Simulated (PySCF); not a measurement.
Ionisation energy of neutral gallium ([Ar] 3d¹⁰ 4s² 4p → [Ar] 3d¹⁰ 4s²). PySCF, dyall-av2z, non-relativistic, unrestricted single determinants, no spin-orbit coupling. Methods marked “valence” freeze 28 core electrons.

By method:

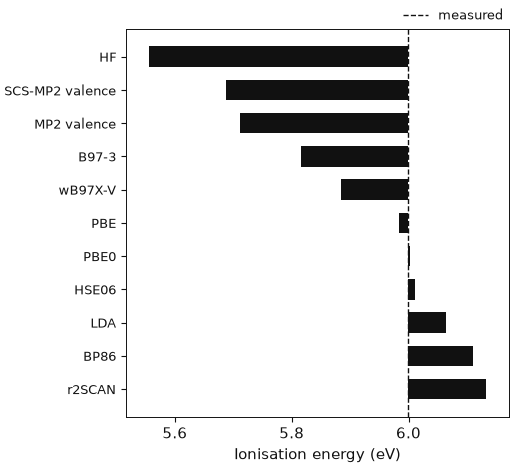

```json
{"Method": "HF", "Ionisation energy (eV)": "5.556"}
{"Method": "LDA", "Ionisation energy (eV)": "6.064"}
{"Method": "PBE", "Ionisation energy (eV)": "5.984"}
{"Method": "PBE0", "Ionisation energy (eV)": "6.003"}
{"Method": "r2SCAN", "Ionisation energy (eV)": "6.132"}
{"Method": "HSE06", "Ionisation energy (eV)": "6.012"}
{"Method": "B97-3", "Ionisation energy (eV)": "5.816"}
{"Method": "wB97X-V", "Ionisation energy (eV)": "5.885"}
{"Method": "BP86", "Ionisation energy (eV)": "6.110"}
{"Method": "MP2 valence", "Ionisation energy (eV)": "5.711"}
{"Method": "SCS-MP2 valence", "Ionisation energy (eV)": "5.688"}
```

The values run from 5.556 eV (HF) to 6.132 eV (r2SCAN). The measured value is 5.999 eV; nearest to it come PBE0 (+0.004) and HSE06 (+0.013), furthest HF (−0.443 eV). These values lack spin-orbit coupling; with the first-order correction of +0.055 eV added, PBE comes nearest (+0.039).

Note: relativistic shift absent.
